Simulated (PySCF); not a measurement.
# Aluminum, di-μ-chlorotetrachlorodi- (Al₂Cl₆): NMR shifts at several levels of theory

Aim: compute the NMR shifts of Aluminum, di-μ-chlorotetrachlorodi- (Al₂Cl₆) (`[Cl][Al-]1([Cl])[Cl+][Al-]([Cl])([Cl])[Cl+]1`) at several levels, and see how far they spread and what each costs.

The runs use PySCF 2.14.0, with density-fitted response routines of our own; the level of theory stands in each step. All values are computed, except where a source is named. Atoms count from 0, in the outputs and in this text.

### 1 The starting structure

8 atoms, charge 0, multiplicity 1; geometry from: GFN2-xTB.

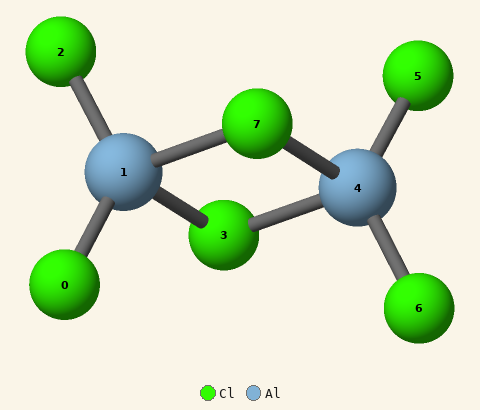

The starting geometry (chlorine green, aluminium light blue), atoms numbered; sticks join atoms by distance.

### 2 Relaxing the molecule at PBE0-D3(BJ)/def2-SVP

Job settings and geometry (Å):

```
{"job": {"xc": "PBE0", "basis": "def2-SVP", "d3": "d3bj", "grid": 1, "kind": "geom"}, "charge": 0, "multiplicity": 1}
Cl    -1.547536    -2.649148     0.153580
Al    -1.489061    -0.623475     0.154417
Cl    -2.978316     0.742495     0.307373
Cl    -0.151416     0.016398    -1.535489
Al     1.494642     0.630832    -0.133775
Cl     1.575094     2.655768    -0.137564
Cl     2.971770    -0.748817    -0.283224
Cl     0.152009     0.004179     1.556446
```

Standard output:

```text
step   0  E = -3244.39241527  max force = 0.022949
step   1  E = -3244.40093391  max force = 0.006055
step   2  E = -3244.40134156  max force = 0.002628
step   3  E = -3244.40144231  max force = 0.001090
step   4  E = -3244.40143568  max force = 0.001236
step   5  E = -3244.40144338  max force = 0.000920
step   6  E = -3244.40144910  max force = 0.000609
step   7  E = -3244.40145183  max force = 0.000300
optimisation converged
```

Wall time 1.7 min (1 thread, shared host).

The steps of the relaxation:

| step | energy from step 0 (eV) | largest force component (eV/Å) |
| --- | --- | --- |
| 0 | 0.0000 | 1.1801 |
| 1 | -0.2318 | 0.3114 |
| 2 | -0.2429 | 0.1351 |
| 3 | -0.2456 | 0.0561 |
| 4 | -0.2455 | 0.0636 |
| 5 | -0.2457 | 0.0473 |
| 6 | -0.2458 | 0.0313 |
| 7 | -0.2459 | 0.0154 |

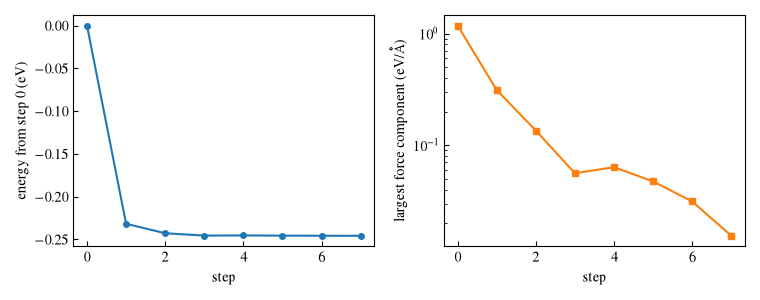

Energy and largest force along the relaxation.

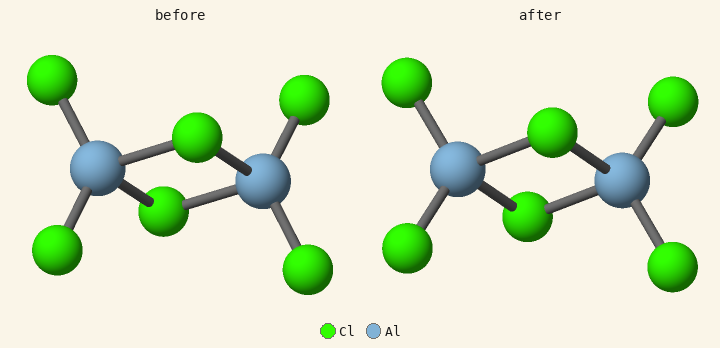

The geometry before (left) and after (right).

Distances of close pairs at the start and the end, largest changes first:

| bond | before (Å) | after (Å) | change (Å) |
| --- | --- | --- | --- |
| Cl0–Al1 | 2.027 | 2.082 | +0.056 |
| Al4–Cl5 | 2.027 | 2.082 | +0.056 |
| Al1–Cl2 | 2.027 | 2.081 | +0.055 |
| Al4–Cl6 | 2.027 | 2.081 | +0.054 |
| Cl3–Al4 | 2.248 | 2.279 | +0.031 |
| Al1–Cl7 | 2.248 | 2.279 | +0.031 |
| Al4–Cl7 | 2.248 | 2.276 | +0.029 |
| Al1–Cl3 | 2.248 | 2.276 | +0.028 |

The next job starts from the end point, and lists it.

| at the end point | value |
| --- | --- |
| point group (found at 0.08 Å tolerance) | D2h |
| rotational constants (GHz, main isotopes) | 0.771, 0.403, 0.328 |
| dipole moment (D) | 0.01 |

### 3 NMR shieldings: CAM-B3LYP/pcSseg-1

Job settings and geometry (Å):

```
{"job": {"kind": "nmr", "xc": "CAM-B3LYP", "basis": "pcSseg-1", "pop": false}, "charge": 0, "multiplicity": 1}
Cl    -1.748615    -2.643995     0.077304
Al    -1.495398    -0.577296     0.047442
Cl    -3.074505     0.778097     0.083066
Cl    -0.051321    -0.010283    -1.618539
Al     1.477654     0.589632    -0.038869
Cl     1.743454     2.654689    -0.071239
Cl     3.048504    -0.775103    -0.071776
Cl     0.030595     0.030302     1.627043
```

With the program's defaults for keys left out, this is: GIAO CAM-B3LYP/pcSseg-1 NMR shielding, non-relativistic, gas phase.

Standard output:

```text
coarse grid: 12992 points
cycle   1  E = -3246.3732169536  dE =  8.400e-01  |g| = 5.943e-01  |ddm| = 2.937e+00
cycle   2  E = -3246.3948636780  dE = -2.165e-02  |g| = 6.064e-01  |ddm| = 1.455e+00
cycle   3  E = -3246.4838550386  dE = -8.899e-02  |g| = 2.421e-02  |ddm| = 6.675e-01
cycle   4  E = -3246.4840414488  dE = -1.864e-04  |g| = 9.689e-03  |ddm| = 4.555e-02
cycle   5  E = -3246.4840623650  dE = -2.092e-05  |g| = 3.553e-03  |ddm| = 1.428e-02
cycle   6  E = -3246.4840652414  dE = -2.876e-06  |g| = 3.615e-04  |ddm| = 4.408e-03
final grid: 94256 points
cycle   7  E = -3246.5005335465  dE = -1.008e-05  |g| = 1.784e-03  |ddm| = 1.090e-02
cycle   8  E = -3246.5005340027  dE = -4.562e-07  |g| = 1.293e-03  |ddm| = 3.134e-03
cycle   9  E = -3246.5005343166  dE = -3.138e-07  |g| = 1.543e-04  |ddm| = 1.372e-03
cycle  10  E = -3246.5005343200  dE = -3.416e-09  |g| = 5.441e-05  |ddm| = 1.808e-04
cycle  11  E = -3246.5005343207  dE = -7.039e-10  |g| = 1.107e-05  |ddm| = 6.851e-05
converged SCF energy = -3246.5005343207

GIAO shielding tensors (ppm)
atom      isotropic    diamagn.    paramagn.     s11        s22        s33       span
  0 Cl     921.194    1148.356    -227.162    862.286    862.491   1038.806    176.520
  1 Al     451.509     794.193    -342.684    380.528    413.570    560.429    179.902
  2 Cl     919.914    1148.361    -228.447    861.094    861.654   1036.995    175.902
  3 Cl     818.815    1152.105    -333.290    734.836    852.675    868.933    134.097
  4 Al     451.502     794.204    -342.702    380.518    413.561    560.425    179.907
  5 Cl     921.390    1148.342    -226.952    862.386    862.692   1039.093    176.707
  6 Cl     919.758    1148.397    -228.638    860.956    861.644   1036.675    175.719
  7 Cl     818.809    1152.090    -333.281    734.835    852.658    868.933    134.098
```

Wall time 41 s (1 thread, shared host).

The references, computed at this level on geometries of the same kind, shield at (ppm): ²⁷Al AlH4- 485.8, ³⁵Cl HCl 939. Their shielding less the atom's gives the shift. The references are single molecules in the gas phase. Shifts against hydride references such as AlH4− lie on their own scale. Atoms listed in one row are averaged.

| atoms | environment | σ (ppm) | δ (ppm) |
| --- | --- | --- | --- |
| Cl3, Cl7 | chlorine bonded to 2 Al, in a 4-membered ring | 819 | 120 |
| Cl0, Cl2, Cl5, Cl6 | chlorine bonded to Al | 921 | 18 |
| Al1, Al4 | aluminium bonded to 4 Cl, in a 4-membered ring | 451.5 | 34.3 |

### 4 Shielding tensors: KT2/pcSseg-1

Settings changed since step 3:

```diff
@@ -1,2 +1,2 @@
-{"job": {"kind": "nmr", "xc": "CAM-B3LYP", "basis": "pcSseg-1", "pop": false}, "charge": 0, "multiplicity": 1}
+{"job": {"kind": "nmr", "xc": "KT2", "basis": "pcSseg-1", "pop": false}, "charge": 0, "multiplicity": 1}
 Cl    -1.748615    -2.643995     0.077304
```

Method: GIAO KT2/pcSseg-1 NMR shielding, non-relativistic, gas phase.

Standard output:

```text
coarse grid: 12992 points
cycle   1  E = -3271.0835843263  dE =  7.878e-01  |g| = 6.773e-01  |ddm| = 3.047e+00
cycle   2  E = -3270.9002870011  dE =  1.833e-01  |g| = 1.062e+00  |ddm| = 2.084e+00
cycle   3  E = -3271.1904249113  dE = -2.901e-01  |g| = 1.517e-01  |ddm| = 1.429e+00
cycle   4  E = -3271.1964570800  dE = -6.032e-03  |g| = 2.260e-02  |ddm| = 2.094e-01
cycle   5  E = -3271.1965830518  dE = -1.260e-04  |g| = 6.330e-03  |ddm| = 2.888e-02
cycle   6  E = -3271.1965909031  dE = -7.851e-06  |g| = 1.724e-03  |ddm| = 8.154e-03
final grid: 94256 points
cycle   7  E = -3271.2918878277  dE = -2.592e-04  |g| = 3.330e-02  |ddm| = 4.090e-02
cycle   8  E = -3271.2918613562  dE =  2.647e-05  |g| = 2.499e-02  |ddm| = 4.327e-02
cycle   9  E = -3271.2919542530  dE = -9.290e-05  |g| = 8.820e-03  |ddm| = 3.383e-02
cycle  10  E = -3271.2919757013  dE = -2.145e-05  |g| = 1.309e-03  |ddm| = 1.142e-02
cycle  11  E = -3271.2919761440  dE = -4.427e-07  |g| = 2.446e-04  |ddm| = 1.772e-03
cycle  12  E = -3271.2919761571  dE = -1.311e-08  |g| = 5.396e-05  |ddm| = 3.134e-04
cycle  13  E = -3271.2919761578  dE = -7.112e-10  |g| = 2.622e-06  |ddm| = 5.639e-05
converged SCF energy = -3271.2919761578

GIAO shielding tensors (ppm)
atom      isotropic    diamagn.    paramagn.     s11        s22        s33       span
  0 Cl     888.150    1149.866    -261.716    822.959    823.989   1017.502    194.543
  1 Al     461.390     797.595    -336.205    391.815    421.356    570.998    179.183
  2 Cl     886.822    1149.869    -263.047    821.637    823.285   1015.544    193.906
  3 Cl     782.412    1153.171    -370.759    693.764    820.976    832.496    138.732
  4 Al     461.384     797.605    -336.221    391.808    421.349    570.996    179.188
  5 Cl     888.371    1149.852    -261.480    823.259    824.038   1017.817    194.558
  6 Cl     886.655    1149.905    -263.249    821.446    823.322   1015.197    193.751
  7 Cl     782.407    1153.157    -370.749    693.765    820.960    832.497    138.732
```

Wall time 30 s (1 thread, shared host).

Key values: δ Cl3 160, Cl0 55, Al1 36.3 ppm (means over like atoms).

### 5 NMR shieldings: PBE0/STO-3G

Settings changed since step 4:

```diff
@@ -1,2 +1,2 @@
-{"job": {"kind": "nmr", "xc": "KT2", "basis": "pcSseg-1", "pop": false}, "charge": 0, "multiplicity": 1}
+{"job": {"kind": "nmr", "xc": "PBE0", "basis": "STO-3G", "pop": true}, "charge": 0, "multiplicity": 1}
 Cl    -1.748615    -2.643995     0.077304
```

Method: GIAO PBE0/STO-3G NMR shielding, non-relativistic, gas phase.

Standard output:

```text
coarse grid: 12992 points
cycle   1  E = -3209.6532587055  dE = -1.181e+00  |g| = 6.315e-01  |ddm| = 3.465e+00
cycle   2  E = -3209.7038598730  dE = -5.060e-02  |g| = 5.869e-01  |ddm| = 2.508e+00
cycle   3  E = -3209.8416341510  dE = -1.378e-01  |g| = 1.965e-02  |ddm| = 1.187e+00
cycle   4  E = -3209.8418562983  dE = -2.221e-04  |g| = 4.359e-03  |ddm| = 7.002e-02
cycle   5  E = -3209.8418689355  dE = -1.264e-05  |g| = 3.052e-04  |ddm| = 1.414e-02
cycle   6  E = -3209.8418689922  dE = -5.674e-08  |g| = 2.549e-05  |ddm| = 8.291e-04
final grid: 94256 points
cycle   7  E = -3209.7075639049  dE = -7.001e-07  |g| = 3.958e-04  |ddm| = 3.339e-03
cycle   8  E = -3209.7075639426  dE = -3.771e-08  |g| = 2.726e-04  |ddm| = 1.302e-03
cycle   9  E = -3209.7075639719  dE = -2.932e-08  |g| = 1.859e-05  |ddm| = 5.381e-04
cycle  10  E = -3209.7075639721  dE = -1.901e-10  |g| = 2.737e-06  |ddm| = 5.922e-05
converged SCF energy = -3209.7075639721

GIAO shielding tensors (ppm)
atom      isotropic    diamagn.    paramagn.     s11        s22        s33       span
  0 Cl    1142.615    1129.553      13.062   1077.462   1153.569   1196.814    119.352
  1 Al     488.759     780.312    -291.553    444.770    457.655    563.850    119.080
  2 Cl    1142.628    1129.568      13.060   1076.980   1153.618   1197.286    120.306
  3 Cl    1145.543    1131.327      14.217   1078.494   1178.397   1179.739    101.246
  4 Al     488.772     780.318    -291.546    444.788    457.668    563.861    119.074
  5 Cl    1142.633    1129.542      13.090   1077.473   1153.547   1196.878    119.405
  6 Cl    1142.705    1129.595      13.110   1076.946   1153.797   1197.372    120.426
  7 Cl    1145.551    1131.319      14.232   1078.510   1178.399   1179.743    101.233
```

Wall time 7 s (1 thread, shared host).

Key values: δ Cl0 -117, Cl3 -120, Al1 -13.7 ppm (means over like atoms).

### 6 Shielding tensors: PBE0/6-31G

Settings changed since step 5:

```diff
@@ -1,2 +1,2 @@
-{"job": {"kind": "nmr", "xc": "PBE0", "basis": "STO-3G", "pop": true}, "charge": 0, "multiplicity": 1}
+{"job": {"kind": "nmr", "xc": "PBE0", "basis": "6-31G", "pop": true}, "charge": 0, "multiplicity": 1}
 Cl    -1.748615    -2.643995     0.077304
```

Method: GIAO PBE0/6-31G NMR shielding, non-relativistic, gas phase.

Standard output:

```text
coarse grid: 12992 points
cycle   1  E = -3245.0038854421  dE =  1.088e+00  |g| = 5.596e-01  |ddm| = 3.018e+00
cycle   2  E = -3244.9811297551  dE =  2.276e-02  |g| = 6.710e-01  |ddm| = 2.542e+00
cycle   3  E = -3245.1456677378  dE = -1.645e-01  |g| = 5.546e-02  |ddm| = 1.303e+00
cycle   4  E = -3245.1466657300  dE = -9.980e-04  |g| = 1.363e-02  |ddm| = 1.085e-01
cycle   5  E = -3245.1467248680  dE = -5.914e-05  |g| = 1.044e-03  |ddm| = 2.219e-02
cycle   6  E = -3245.1467252754  dE = -4.074e-07  |g| = 1.613e-04  |ddm| = 2.857e-03
final grid: 94256 points
cycle   7  E = -3245.0552213865  dE = -1.052e-05  |g| = 1.948e-03  |ddm| = 1.826e-02
cycle   8  E = -3245.0552223089  dE = -9.224e-07  |g| = 1.140e-03  |ddm| = 5.873e-03
cycle   9  E = -3245.0552226902  dE = -3.813e-07  |g| = 1.588e-04  |ddm| = 2.016e-03
cycle  10  E = -3245.0552226999  dE = -9.791e-09  |g| = 1.445e-05  |ddm| = 3.354e-04
cycle  11  E = -3245.0552227000  dE = -5.275e-11  |g| = 8.713e-06  |ddm| = 3.858e-05
converged SCF energy = -3245.0552227000

GIAO shielding tensors (ppm)
atom      isotropic    diamagn.    paramagn.     s11        s22        s33       span
  0 Cl     924.473    1147.296    -222.823    858.855    911.247   1003.316    144.461
  1 Al     489.333     796.160    -306.827    420.427    453.159    594.413    173.986
  2 Cl     923.232    1147.309    -224.077    857.742    910.282   1001.672    143.930
  3 Cl     825.422    1149.052    -323.631    706.845    856.385    913.035    206.190
  4 Al     489.331     796.161    -306.830    420.423    453.155    594.416    173.993
  5 Cl     924.611    1147.293    -222.682    858.815    911.511   1003.508    144.692
  6 Cl     923.164    1147.325    -224.160    857.907    910.146   1001.440    143.534
  7 Cl     825.419    1149.054    -323.635    706.851    856.383    913.022    206.171
```

It took 14 s on 1 thread, shared host.

In short: δ Cl3 106, Cl0 7, Al1 53.3 ppm (means over like atoms).

### 7 NMR shieldings: PBE0/6-31G*

Settings changed since step 6:

```diff
@@ -1,2 +1,2 @@
-{"job": {"kind": "nmr", "xc": "PBE0", "basis": "6-31G", "pop": true}, "charge": 0, "multiplicity": 1}
+{"job": {"kind": "nmr", "xc": "PBE0", "basis": "6-31G*", "pop": true}, "charge": 0, "multiplicity": 1}
 Cl    -1.748615    -2.643995     0.077304
```

Method: GIAO PBE0/6-31G* NMR shielding, non-relativistic, gas phase.

Standard output:

```text
coarse grid: 12992 points
cycle   1  E = -3245.2417300938  dE =  8.473e-01  |g| = 5.187e-01  |ddm| = 3.096e+00
cycle   2  E = -3245.2071044112  dE =  3.463e-02  |g| = 6.364e-01  |ddm| = 1.707e+00
cycle   3  E = -3245.3337036808  dE = -1.266e-01  |g| = 4.311e-02  |ddm| = 9.237e-01
cycle   4  E = -3245.3342112782  dE = -5.076e-04  |g| = 9.860e-03  |ddm| = 7.143e-02
cycle   5  E = -3245.3342397574  dE = -2.848e-05  |g| = 1.490e-03  |ddm| = 1.606e-02
cycle   6  E = -3245.3342403833  dE = -6.258e-07  |g| = 4.917e-04  |ddm| = 2.655e-03
final grid: 94256 points
cycle   7  E = -3245.2428102456  dE = -1.149e-05  |g| = 2.007e-03  |ddm| = 1.588e-02
cycle   8  E = -3245.2428108954  dE = -6.498e-07  |g| = 1.453e-03  |ddm| = 5.315e-03
cycle   9  E = -3245.2428114997  dE = -6.043e-07  |g| = 1.527e-04  |ddm| = 2.178e-03
cycle  10  E = -3245.2428115065  dE = -6.864e-09  |g| = 6.039e-05  |ddm| = 3.179e-04
cycle  11  E = -3245.2428115076  dE = -1.050e-09  |g| = 6.105e-06  |ddm| = 7.149e-05
cycle  12  E = -3245.2428115076  dE = -1.910e-11  |g| = 2.998e-06  |ddm| = 1.286e-05
converged SCF energy = -3245.2428115076

GIAO shielding tensors (ppm)
atom      isotropic    diamagn.    paramagn.     s11        s22        s33       span
  0 Cl     942.814    1147.687    -204.873    892.283    893.212   1042.948    150.665
  1 Al     509.873     798.103    -288.231    448.292    478.993    602.334    154.042
  2 Cl     941.611    1147.687    -206.076    891.086    892.581   1041.166    150.081
  3 Cl     837.857    1150.049    -312.192    760.387    861.441    891.743    131.356
  4 Al     509.869     798.116    -288.247    448.286    478.987    602.336    154.050
  5 Cl     943.018    1147.674    -204.656    892.536    893.282   1043.235    150.699
  6 Cl     941.453    1147.725    -206.271    890.932    892.584   1040.844    149.912
  7 Cl     837.853    1150.039    -312.186    760.390    861.441    891.728    131.338
```

Wall time 22 s (1 thread, shared host).

This run: δ Cl3 92, Cl0 -12, Al1 25.9 ppm (means over like atoms).

### 8 Nuclear shieldings: PBE0/6-311+G(2d,p)

Settings changed since step 7:

```diff
@@ -1,2 +1,2 @@
-{"job": {"kind": "nmr", "xc": "PBE0", "basis": "6-31G*", "pop": true}, "charge": 0, "multiplicity": 1}
+{"job": {"kind": "nmr", "xc": "PBE0", "basis": "6-311+G(2d,p)", "pop": true}, "charge": 0, "multiplicity": 1}
 Cl    -1.748615    -2.643995     0.077304
```

Method: GIAO PBE0/6-311+G(2d,p) NMR shielding, non-relativistic, gas phase.

Standard output:

```text
coarse grid: 12992 points
cycle   1  E = -3245.3561485555  dE =  6.767e-01  |g| = 5.480e-01  |ddm| = 3.834e+00
cycle   2  E = -3245.3208411627  dE =  3.531e-02  |g| = 6.521e-01  |ddm| = 1.607e+00
cycle   3  E = -3245.4283145792  dE = -1.075e-01  |g| = 8.225e-02  |ddm| = 9.392e-01
cycle   4  E = -3245.4298177839  dE = -1.503e-03  |g| = 3.047e-02  |ddm| = 1.518e-01
cycle   5  E = -3245.4300477754  dE = -2.300e-04  |g| = 3.190e-03  |ddm| = 4.735e-02
cycle   6  E = -3245.4300496194  dE = -1.844e-06  |g| = 1.311e-03  |ddm| = 5.985e-03
final grid: 94256 points
cycle   7  E = -3245.4872363928  dE = -3.558e-05  |g| = 3.426e-03  |ddm| = 3.363e-02
cycle   8  E = -3245.4872367318  dE = -3.390e-07  |g| = 3.188e-03  |ddm| = 8.341e-03
cycle   9  E = -3245.4872389051  dE = -2.173e-06  |g| = 4.143e-04  |ddm| = 4.046e-03
cycle  10  E = -3245.4872389510  dE = -4.592e-08  |g| = 1.113e-04  |ddm| = 8.233e-04
cycle  11  E = -3245.4872389541  dE = -3.064e-09  |g| = 3.194e-05  |ddm| = 1.726e-04
cycle  12  E = -3245.4872389543  dE = -2.337e-10  |g| = 5.315e-06  |ddm| = 5.295e-05
converged SCF energy = -3245.4872389543

GIAO shielding tensors (ppm)
atom      isotropic    diamagn.    paramagn.     s11        s22        s33       span
  0 Cl     910.080    1148.992    -238.912    840.776    853.929   1035.536    194.760
  1 Al     457.315     799.609    -342.294    387.189    418.187    566.568    179.379
  2 Cl     908.577    1149.008    -240.430    838.805    853.207   1033.720    194.915
  3 Cl     805.727    1145.732    -340.006    723.837    838.943    854.400    130.563
  4 Al     457.305     799.609    -342.304    387.176    418.176    566.562    179.386
  5 Cl     910.284    1148.964    -238.679    840.972    854.143   1035.738    194.766
  6 Cl     908.401    1149.049    -240.648    838.678    853.043   1033.482    194.804
  7 Cl     805.718    1145.726    -340.008    723.831    838.925    854.399    130.569
```

Wall time 55 s (1 thread, shared host).

This run: δ Cl3 142, Cl0 39, Al1 35.2 ppm (means over like atoms).

### 9 Comparing the runs: NMR shifts

Shifts (ppm), means over like atoms, with basis size and wall time:

| run | Cl3 | Cl0 | Al1 | functions | time |
| --- | --- | --- | --- | --- | --- |
| CAM-B3LYP/pcSseg-1 | 120 | 18 | 34.3 | 192 | 41 s |
| KT2/pcSseg-1 | 160 | 55 | 36.3 | 192 | 30 s |
| PBE0/STO-3G | -120 | -117 | -13.7 | 72 | 7 s |
| PBE0/6-31G | 106 | 7 | 53.3 | 104 | 14 s |
| PBE0/6-31G* | 92 | -12 | 25.9 | 144 | 22 s |
| PBE0/6-311+G(2d,p) | 142 | 39 | 35.2 | 280 | 55 s |

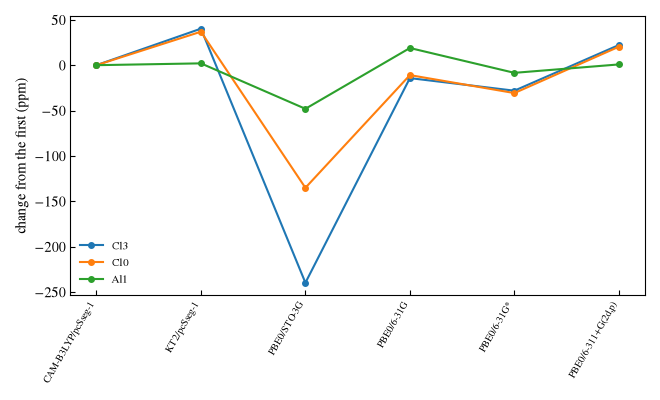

How the tabulated atoms move from run to run.

### 10 What came out

```
                                                                       quantity                                            value
                                                                    point group                                              D2h
                                           rotational constants (main isotopes)                             0.77, 0.40, 0.33 GHz
  ³⁵Cl shifts against HCl (CAM-B3LYP/pcSseg-1, means over atoms taken as alike)                                      120, 18 ppm
²⁷Al shifts against AlH4- (CAM-B3LYP/pcSseg-1, means over atoms taken as alike)                                         34.3 ppm
                                                      range of the shift of Cl3                                  -120 to 160 ppm
                                                  property runs in this session  6, of which 0 failed and 1 gave unsound results
```

Single values in the summary come from the first run of each kind that ended normally (CAM-B3LYP/pcSseg-1), which need not be the best level. Over 7 steps the energy fell by 0.246 eV; of the close pairs, Cl0–Al1 changed most, 2.027 to 2.082 Å. No frequency check was run at this level, so the end point may be a saddle. Across the 6 runs the shift of Cl3 (with its like atoms) moves most, between -120 (PBE0/STO-3G) and 160 ppm (KT2/pcSseg-1). A minimal basis is unusable for shieldings, so that end is no result.
